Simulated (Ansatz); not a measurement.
# AlClH₃OSb: an energy map over bond length O1–Al2 and dihedral H5–O1–Al2–Sb3

A grid of calculations on AlClH₃OSb, SMILES [OH][AlH][SbH][Cl], to see where the energy is lowest and how it rises around there.

Computed with Ansatz 0.2.0. Level: RKS PBE0-D4/def2-SVP.

### Step 1. Starting geometry

SMILES `[OH][AlH][SbH][Cl]`, 7 atoms, charge 0, spin multiplicity 1.

Atoms are counted from 1 here; the program's logs count them from 0.

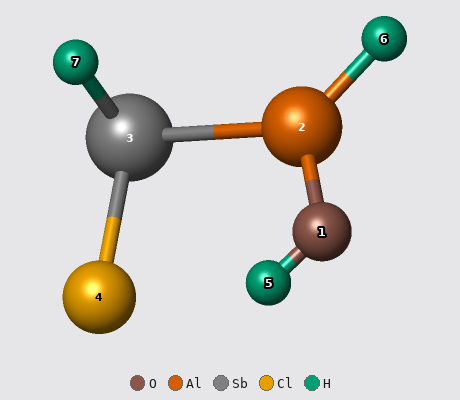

Start geometry, drawn with oxygen brown, aluminium orange, antimony grey, chlorine amber, hydrogen teal; atoms are numbered from 1 in the order of the file.

As a file:

```xyz
7
AlClH3OSb
O    -1.0750    1.2778   -0.6678
Al    0.0014    0.9397    0.6293
Sb    0.6105   -1.6836    0.8542
Cl   -0.7215   -1.9754   -1.1839
H    -1.3252    0.5049   -1.2142
H     0.4873    2.1575    1.5360
H     2.0835   -1.2890    0.0008
```

This geometry comes from a loose relaxation at PBE in a small basis, which is not shown.

### Step 2. The minimum at this level

input.yaml

```yaml
crystal:
  periodic: [false, false, false]
  atoms:
    - { symbol: O, position_ang: [-1.074994, 1.277824, -0.667839] }
    - { symbol: Al, position_ang: [0.001365, 0.939701, 0.629259] }
    - { symbol: Sb, position_ang: [0.610516, -1.683553, 0.854195] }
    - { symbol: Cl, position_ang: [-0.721482, -1.975364, -1.183947] }
    - { symbol: H, position_ang: [-1.325175, 0.504875, -1.214168] }
    - { symbol: H, position_ang: [0.487329, 2.157501, 1.535985] }
    - { symbol: H, position_ang: [2.083542, -1.288984, 0.000816] }
basis:
  gaussian: { orbitals: def2-SVP }
hamiltonian:
  xc: pbe0
  dispersion: d4
output:
  forces: true
relax:
  f_tol: 0.003
  max_steps: 120
```

Run with:

```sh
ansatz run input.yaml --threads 1 --pin off --max-ram 2560MiB --backend cpu --events-out ev --progress --plain --runs-dir out
```

The log of the run (excerpt; [...] marks lines left out):

```text
Warning: RAYON_NUM_THREADS=1 ignored (pool sized by the plan → 1); use --threads N
[...]
Functional definition: PBE0
[...]
1009 factors; integrals over basis functions are off by at most 3.4e-4 eV
[...]
mean field -27738.46590237 eV, -1019.3698201045 hartree, gradient 5.3e-5 eV, S^2 0.000000; 0 other end points of the search recorded, 0 dependent functions left out
[...]
reference -27738.46593072 eV, -1019.3698211466 hartree; 32, 32 occupied and 59, 59 virtual orbitals, 1009 factors
relax step   1: F+E_penalty+E_count = -27738.63479563 eV  Δ(F+E_penalty+E_count) = +0.000e0 eV  max|allowed force component| = 6.089e-1 eV/Å  Δτ_max = 0.0000 Å  (25 SCF iters, accepted)
[...]
relax step   4: F+E_penalty+E_count = -27738.64826598 eV  Δ(F+E_penalty+E_count) = -2.461e-3 eV  max|allowed force component| = 5.069e-1 eV/Å  Δτ_max = 0.0316 Å  (28 SCF iters, accepted)
[...]
relax step   7: F+E_penalty+E_count = -27738.65518939 eV  Δ(F+E_penalty+E_count) = -3.179e-4 eV  max|allowed force component| = 5.850e-2 eV/Å  Δτ_max = 0.0326 Å  (27 SCF iters, accepted)
[...]
relax step  10: F+E_penalty+E_count = -27738.65633813 eV  Δ(F+E_penalty+E_count) = -2.033e-5 eV  max|allowed force component| = 1.787e-3 eV/Å  Δτ_max = 0.0049 Å  (22 SCF iters, accepted)
[...]
relax step  12: F+E_penalty+E_count = -27738.65633917 eV  Δ(F+E_penalty+E_count) = +1.757e-6 eV  max|allowed force component| = 6.647e-3 eV/Å  Δτ_max = 0.0045 Å  (22 SCF iters, rejected (line search))
[...]
relax step  13: F+E_penalty+E_count = -27738.65634745 eV  Δ(F+E_penalty+E_count) = -6.522e-6 eV  max|allowed force component| = 1.988e-3 eV/Å  Δτ_max = 0.0022 Å  (20 SCF iters, accepted)
1009 factors; integrals over basis functions are off by at most 3.3e-4 eV
[...]
mean field -27738.48717334 eV, -1019.3706017982 hartree, gradient 7.4e-5 eV, S^2 0.000000; 1 other end points of the search recorded, 0 dependent functions left out
[...]
reference -27738.48720163 eV, -1019.3706028379 hartree; 32, 32 occupied and 59, 59 virtual orbitals, 1009 factors
Total energy: -27738.65637574 eV, -1019.3768198719 hartree
Atom 0 at    -1.084915     1.279672    -0.654508 Å, force     0.000334     0.001679     0.000638 eV/Å
Atom 1 at    -0.006431     0.934581     0.614620 Å, force     0.001557     0.001522     0.000422 eV/Å
Atom 2 at     0.611117    -1.660583     0.854886 Å, force     0.000015     0.000336     0.000330 eV/Å
Atom 3 at    -0.672754    -1.997547    -1.173595 Å, force    -0.000154     0.000275    -0.000454 eV/Å
Atom 4 at    -1.366988     0.555929    -1.226898 Å, force    -0.000844    -0.001988    -0.000496 eV/Å
Atom 5 at     0.505064     2.124933     1.522993 Å, force    -0.000788    -0.001951    -0.000757 eV/Å
Atom 6 at     2.076008    -1.304984     0.016804 Å, force    -0.000119     0.000126     0.000316 eV/Å
Dipole moment:     0.265150    -0.047920     0.405171 e Å
```

Run time: 2 min. Hardware: 1 thread of Arm Neoverse N1, shared host; peak memory 0.21 GiB.

The steps of the relaxation:

```csv
step,energy from step 1 (eV),largest force component (eV/Å)
1,0.0000,0.6089
2,-0.0023,0.4409
3,-0.0110,0.5243
4,-0.0135,0.5069
5,-0.0190,0.1037
6,-0.0201,0.0744
7,-0.0204,0.0585
8,-0.0214,0.0284
9,-0.0215,0.0096
10,-0.0215,0.0018
11,-0.0215,0.0039
12,-0.0215,0.0066
13,-0.0216,0.0020
```

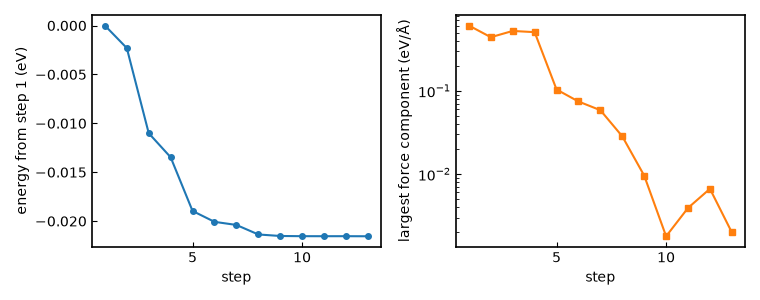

Energy and force, step by step.

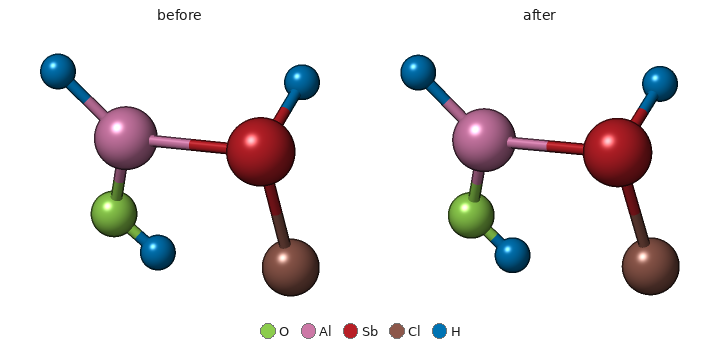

Before and after, at one scale.

Close pairs (by a distance rule), those that changed most:

```csv
bond,before (Å),after (Å),change (Å)
Sb3–Cl4,2.452,2.424,-0.028
Al2–Sb3,2.702,2.678,-0.024
Sb3–H7,1.747,1.725,-0.023
O1–Al2,1.719,1.701,-0.018
O1–H5,0.979,0.965,-0.014
Al2–H6,1.594,1.582,-0.012
```

### Step 3. The grid

The axes are (1) bond length O1–Al2: 15 values from 1.395 to 2.551 Å; (2) dihedral H5–O1–Al2–Sb3: 15 values from −180 to 156 °, periodic.

Nothing else is relaxed (all other coordinates rigid). Energies count from the relaxed molecule at the same level. Points are written as (first, second).

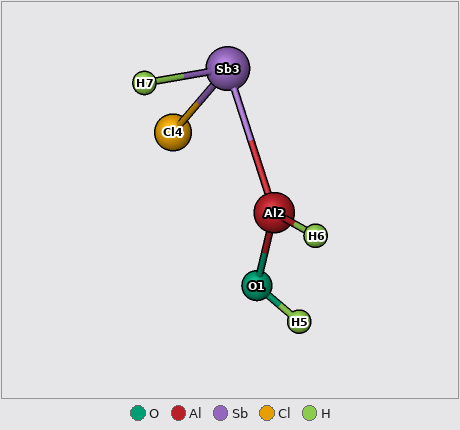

The geometry at (1.725 Å, 132°).

Below, 3 of the grid's runs; all are launched alike.

### Step 4. The run at (1.725 Å, 132°)

input.yaml

```yaml
crystal:
  periodic: [false, false, false]
  atoms:
    - { symbol: O, position_ang: [-1.084915, 1.279672, -0.654508] }
    - { symbol: Al, position_ang: [0.00888, 0.929681, 0.632637] }
    - { symbol: Sb, position_ang: [2.091195, 2.606942, 0.789891] }
    - { symbol: Cl, position_ang: [1.020597, 3.860794, -0.987263] }
    - { symbol: H, position_ang: [-1.366988, 0.555929, -1.226898] }
    - { symbol: H, position_ang: [-0.285721, -0.315216, 1.563845] }
    - { symbol: H, position_ang: [1.235931, 3.419909, 2.047805] }
basis:
  gaussian: { orbitals: def2-SVP }
hamiltonian:
  xc: pbe0
  dispersion: d4
output:
  forces: true
```

Run with:

```sh
ansatz run input.yaml --threads 1 --pin off --max-ram 2560MiB --backend cpu --events-out ev --progress --plain --runs-dir out
```

The log of the run (excerpt; [...] marks lines left out):

```text
Warning: RAYON_NUM_THREADS=1 ignored (pool sized by the plan → 1); use --threads N
[...]
[... 1 set-up line as earlier in the session ...]
[...]
936 factors; integrals over basis functions are off by at most 9.7e-4 eV
[...]
mean field -27738.20174297 eV, -1019.3601124256 hartree, gradient 1.6e-5 eV, S^2 0.000000; 0 other end points of the search recorded, 0 dependent functions left out
[...]
reference -27738.20177153 eV, -1019.3601134753 hartree; 32, 32 occupied and 59, 59 virtual orbitals, 936 factors
Total energy: -27738.36727045 eV, -1019.3661954483 hartree
Atom 0 at    -1.084915     1.279672    -0.654508 Å, force     0.440751    -0.505940     0.108993 eV/Å
Atom 1 at     0.008880     0.929681     0.632637 Å, force    -0.255575     0.293588    -0.349477 eV/Å
Atom 2 at     2.091195     2.606942     0.789891 Å, force    -0.301487     0.101864    -0.196208 eV/Å
Atom 3 at     1.020597     3.860794    -0.987263 Å, force     0.248179    -0.024476     0.190901 eV/Å
Atom 4 at    -1.366988     0.555929    -1.226898 Å, force    -0.223226     0.235808     0.127311 eV/Å
Atom 5 at    -0.285721    -0.315216     1.563845 Å, force     0.064395    -0.101122     0.091415 eV/Å
Atom 6 at     1.235931     3.419909     2.047805 Å, force     0.026963     0.000277     0.027066 eV/Å
Dipole moment:     0.150974    -0.617371     0.277575 e Å
```

It took 7.3 s on 1 thread of Arm Neoverse N1, shared host; peak memory 0.18 GiB.

Energy on the map's scale: 28 kJ/mol.

### Step 5. Grid point (1.973 Å, 60°)

input.yaml

```yaml
crystal:
  periodic: [false, false, false]
  atoms:
    - { symbol: O, position_ang: [-1.084915, 1.279672, -0.654508] }
    - { symbol: Al, position_ang: [0.166133, 0.879364, 0.817688] }
    - { symbol: Sb, position_ang: [2.511033, -0.139069, 0.018809] }
    - { symbol: Cl, position_ang: [1.737176, 0.253176, -2.244792] }
    - { symbol: H, position_ang: [-1.366988, 0.555929, -1.226898] }
    - { symbol: H, position_ang: [-0.295399, 1.158663, 2.305198] }
    - { symbol: H, position_ang: [3.167765, 1.44524, 0.201589] }
basis:
  gaussian: { orbitals: def2-SVP }
hamiltonian:
  xc: pbe0
  dispersion: d4
output:
  forces: true
```

Run with:

```sh
ansatz run input.yaml --threads 1 --pin off --max-ram 2560MiB --backend cpu --events-out ev --progress --plain --runs-dir out
```

The log of the run (excerpt; [...] marks lines left out):

```text
Warning: RAYON_NUM_THREADS=1 ignored (pool sized by the plan → 1); use --threads N
[...]
[... 1 set-up line as earlier in the session ...]
[...]
937 factors; integrals over basis functions are off by at most 9.0e-4 eV
[...]
mean field -27737.59086445 eV, -1019.3376630542 hartree, gradient 5.0e-5 eV, S^2 0.000000; 0 other end points of the search recorded, 0 dependent functions left out
[...]
reference -27737.59089325 eV, -1019.3376641124 hartree; 32, 32 occupied and 59, 59 virtual orbitals, 937 factors
Total energy: -27737.75493804 eV, -1019.3436926473 hartree
Atom 0 at    -1.084915     1.279672    -0.654508 Å, force     2.004238    -0.667844     3.090985 eV/Å
Atom 1 at     0.166133     0.879364     0.817688 Å, force    -2.310930     0.551449    -3.038851 eV/Å
Atom 2 at     2.511033    -0.139069     0.018809 Å, force    -0.166240     0.090309    -0.249257 eV/Å
Atom 3 at     1.737176     0.253176    -2.244792 Å, force     0.199252    -0.129235     0.170131 eV/Å
Atom 4 at    -1.366988     0.555929    -1.226898 Å, force     0.315994     0.041464     0.016675 eV/Å
Atom 5 at    -0.295399     1.158663     2.305198 Å, force    -0.030917     0.113441    -0.018968 eV/Å
Atom 6 at     3.167765     1.445240     0.201589 Å, force    -0.011397     0.000417     0.029285 eV/Å
Dipole moment:     0.210467    -0.342057     0.591173 e Å
```

Run time: 7.8 s. Hardware: 1 thread of Arm Neoverse N1, shared host; peak memory 0.18 GiB.

Energy on the map's scale: 87 kJ/mol.

### Step 6. The run at (1.725 Å, −12°)

input.yaml

```yaml
crystal:
  periodic: [false, false, false]
  atoms:
    - { symbol: O, position_ang: [-1.084915, 1.279672, -0.654508] }
    - { symbol: Al, position_ang: [0.00888, 0.929681, 0.632637] }
    - { symbol: Sb, position_ang: [0.337424, -1.684706, 1.113267] }
    - { symbol: Cl, position_ang: [-1.050041, -2.062647, -0.838322] }
    - { symbol: H, position_ang: [-1.366988, 0.555929, -1.226898] }
    - { symbol: H, position_ang: [0.684757, 2.133925, 1.405099] }
    - { symbol: H, position_ang: [1.801311, -1.583389, 0.206896] }
basis:
  gaussian: { orbitals: def2-SVP }
hamiltonian:
  xc: pbe0
  dispersion: d4
output:
  forces: true
```

Run with:

```sh
ansatz run input.yaml --threads 1 --pin off --max-ram 2560MiB --backend cpu --events-out ev --progress --plain --runs-dir out
```

The log of the run (excerpt; [...] marks lines left out):

```text
Warning: RAYON_NUM_THREADS=1 ignored (pool sized by the plan → 1); use --threads N
[...]
[... 1 set-up line as earlier in the session ...]
[...]
936 factors; integrals over basis functions are off by at most 9.4e-4 eV
[...]
mean field -27738.47119075 eV, -1019.3700144490 hartree, gradient 2.4e-5 eV, S^2 0.000000; 0 other end points of the search recorded, 0 dependent functions left out
[...]
reference -27738.47121902 eV, -1019.3700154880 hartree; 32, 32 occupied and 59, 59 virtual orbitals, 936 factors
Total energy: -27738.64005292 eV, -1019.3762200191 hartree
Atom 0 at    -1.084915     1.279672    -0.654508 Å, force     0.498476    -0.060493     0.390310 eV/Å
Atom 1 at     0.008880     0.929681     0.632637 Å, force    -0.416047     0.089791    -0.477199 eV/Å
Atom 2 at     0.337424    -1.684706     1.113267 Å, force    -0.010379     0.013144    -0.022718 eV/Å
Atom 3 at    -1.050041    -2.062647    -0.838322 Å, force     0.021530    -0.009286     0.001266 eV/Å
Atom 4 at    -1.366988     0.555929    -1.226898 Å, force    -0.071421    -0.033142     0.100065 eV/Å
Atom 5 at     0.684757     2.133925     1.405099 Å, force    -0.026319     0.003740     0.008056 eV/Å
Atom 6 at     1.801311    -1.583389     0.206896 Å, force     0.004160    -0.003754     0.000221 eV/Å
Dipole moment:     0.311757    -0.042721     0.388220 e Å
```

Wall time 7.9 s (1 thread of Arm Neoverse N1, shared host); peak memory 0.18 GiB.

On the map this point reads 1.6 kJ/mol.

### Step 7. The map

225 points were computed. Energies in kJ/mol, from the relaxed molecule at the same level:

```tsv
dihedral H5–O1–Al2–Sb3 (°) ↓, bond length O1–Al2 (Å) →	1.395	1.477	1.560	1.643	1.725	1.808	1.890	1.973	2.056	2.138	2.221	2.303	2.386	2.469	2.551
156	260	132	60	28	21	32	54	84	117	152	188	223	257	290	321
132	268	140	68	35	28	38	60	89	122	156	191	226	260	292	323
108	275	147	74	41	34	44	65	93	125	160	195	229	262	294	325
84	275	147	74	41	33	44	65	93	125	159	194	228	262	294	324
60	266	137	65	32	26	36	58	87	120	155	190	224	258	291	321
36	249	122	51	19	13	25	48	78	112	147	183	218	253	286	317
12	235	109	39	8	3	16	39	70	105	141	178	213	248	282	314
−12	233	107	37	6	2	14	38	69	104	140	177	213	248	282	313
−36	245	118	47	16	10	22	45	75	109	145	181	217	251	285	316
−60	261	133	62	29	23	33	55	85	118	153	188	223	257	289	320
−84	272	144	72	38	31	41	63	91	124	158	193	227	261	293	324
−108	274	145	73	40	32	43	64	92	125	159	194	228	262	294	324
−132	267	139	67	34	28	38	60	89	122	156	191	226	260	292	323
−156	259	132	60	28	21	32	54	84	117	152	188	223	257	290	321
−180	256	128	57	25	18	30	52	81	115	150	186	221	256	289	320
```

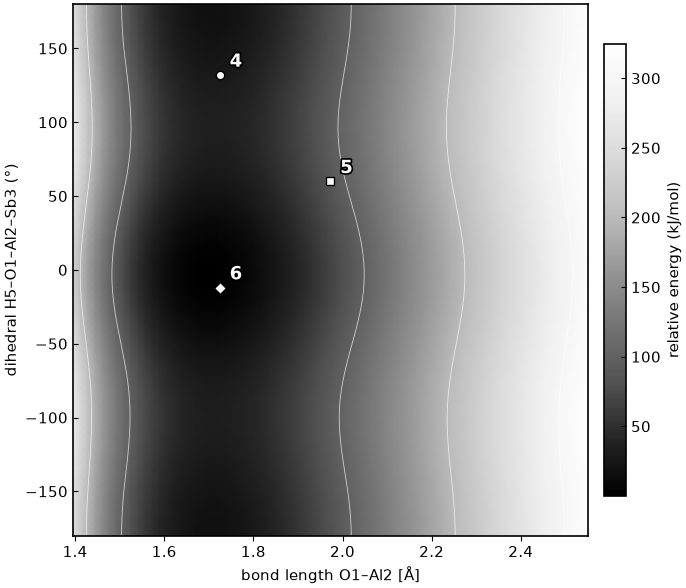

The map; numbers mark the steps of this session that print a point's run. In the figure: a smooth colour map. Between grid points the surface is interpolated.

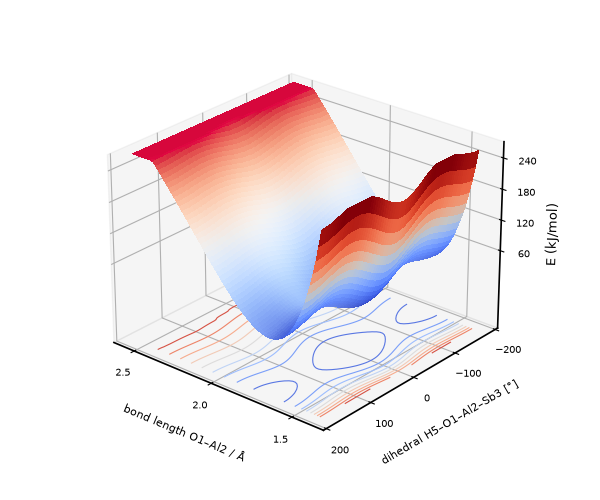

The same map in relief. Drawn: a relief with its contours projected below, any walls above the top of the colour scale cut off.

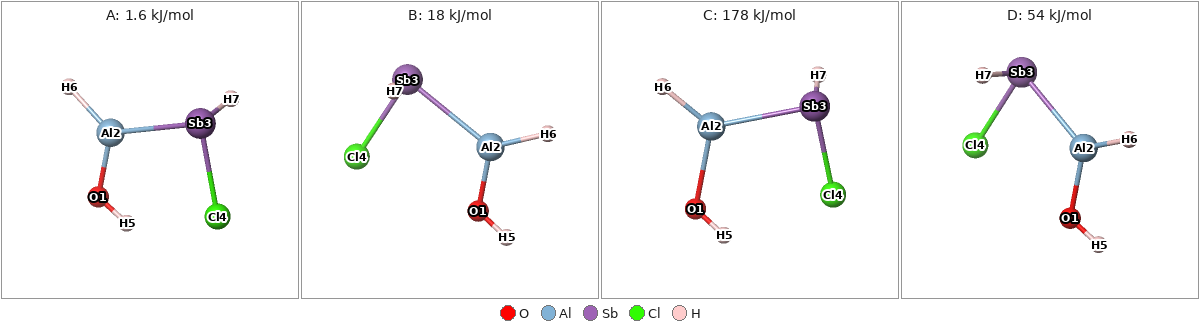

Structures on the grid, at one scale: A at (1.725 Å, −12°); B at (1.725 Å, −180°); C at (2.221 Å, 12°); D at (1.890 Å, 156°).

The largest force on an atom (eV/Å) at each point:

```
dihedral H5–O1–Al2–Sb3 (°) ↓, bond length O1–Al2 (Å) →  1.395  1.477  1.560  1.643  1.725  1.808  1.890  1.973  2.056  2.138  2.221  2.303  2.386  2.469  2.551
                                                   156   20.4   11.9    6.0    2.1    0.6    2.2    3.2    3.9    4.2    4.3    4.3    4.1    4.0    3.8    3.6
                                                   132   20.4   11.8    6.0    2.1    0.7    2.2    3.2    3.8    4.2    4.3    4.2    4.1    3.9    3.7    3.5
                                                   108   20.4   11.8    6.0    2.1    0.7    2.2    3.2    3.8    4.1    4.2    4.2    4.1    3.9    3.7    3.5
                                                    84   20.3   11.8    6.0    2.1    0.7    2.2    3.2    3.8    4.1    4.2    4.2    4.1    3.9    3.7    3.5
                                                    60   20.3   11.8    6.0    2.1    0.8    2.2    3.2    3.9    4.2    4.3    4.2    4.1    3.9    3.7    3.5
                                                    36   20.3   11.7    5.9    2.0    0.8    2.3    3.3    3.9    4.2    4.3    4.3    4.1    4.0    3.8    3.6
                                                    12   20.2   11.7    5.8    1.9    0.7    2.3    3.4    4.0    4.3    4.4    4.3    4.2    4.0    3.8    3.6
                                                   −12   20.2   11.7    5.8    1.9    0.6    2.3    3.4    4.0    4.3    4.4    4.3    4.2    4.0    3.8    3.6
                                                   −36   20.3   11.7    5.9    2.0    0.7    2.3    3.3    3.9    4.2    4.3    4.3    4.2    4.0    3.8    3.6
                                                   −60   20.3   11.8    5.9    2.1    0.8    2.2    3.2    3.9    4.2    4.3    4.2    4.1    3.9    3.8    3.5
                                                   −84   20.3   11.8    6.0    2.1    0.7    2.2    3.2    3.8    4.2    4.3    4.2    4.1    3.9    3.7    3.5
                                                  −108   20.3   11.8    6.0    2.1    0.7    2.2    3.2    3.8    4.2    4.3    4.2    4.1    3.9    3.7    3.5
                                                  −132   20.4   11.8    6.0    2.1    0.7    2.2    3.2    3.9    4.2    4.3    4.2    4.1    3.9    3.8    3.5
                                                  −156   20.4   11.8    6.0    2.1    0.6    2.2    3.2    3.9    4.2    4.3    4.3    4.1    4.0    3.8    3.6
                                                  −180   20.4   11.9    6.0    2.1    0.6    2.2    3.3    3.9    4.2    4.3    4.3    4.1    4.0    3.8    3.6
```

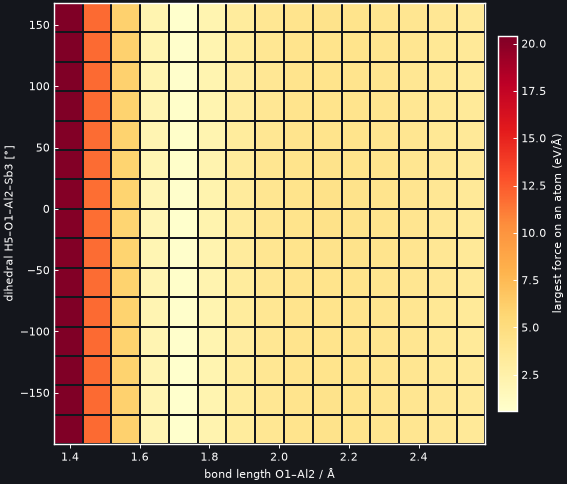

The largest force on an atom over the grid. The picture shows one coloured cell a grid point.

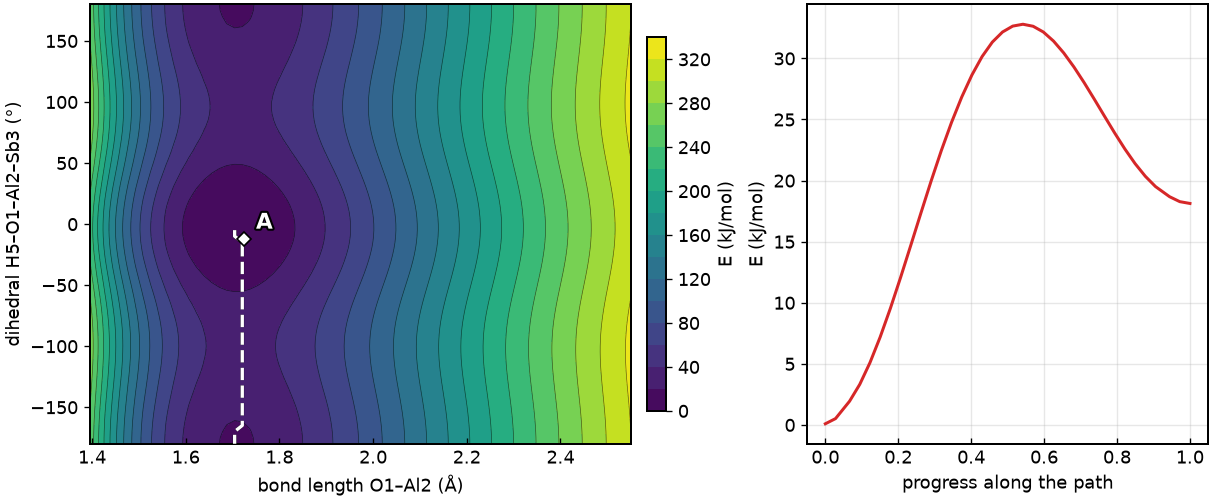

The easiest path on the interpolated surface, from A. In the figure: filled contours, a line along the lowest path, the energy along the path at the right.

### Step 8. Summary of results

| quantity | value |
| --- | --- |
| lowest point | (1.725 Å, −12°), 1.6 kJ/mol |
| highest computed point | (2.551 Å, 108°), 323 kJ/mol above the lowest |
| largest force on an atom (eV/Å) | 0.6 at (1.725 Å, −180°) to 20.4 at (1.395 Å, −180°); 0.6 at the lowest point |
| time for the whole task | 33 min on 1 thread, shared host |

What this shows: The lowest computed point is at (1.725 Å, −12°), 1.6 kJ/mol from the relaxed molecule at the same level. The grid is coarse, so the lowest point of the scanned range may lie between grid points; coordinates that were held can hide deeper minima. There is a further well near (1.725 Å, −180°) (17 kJ/mol above the lowest at that grid point). The highest computed point, (2.551 Å, 108°), lies 323 kJ/mol above the lowest. On the interpolated surface the easiest way out of the lowest well to the well at (1.725 Å, −180°) passes a barrier of about 33 kJ/mol. Round the minimum the two coordinates are nearly uncoupled.
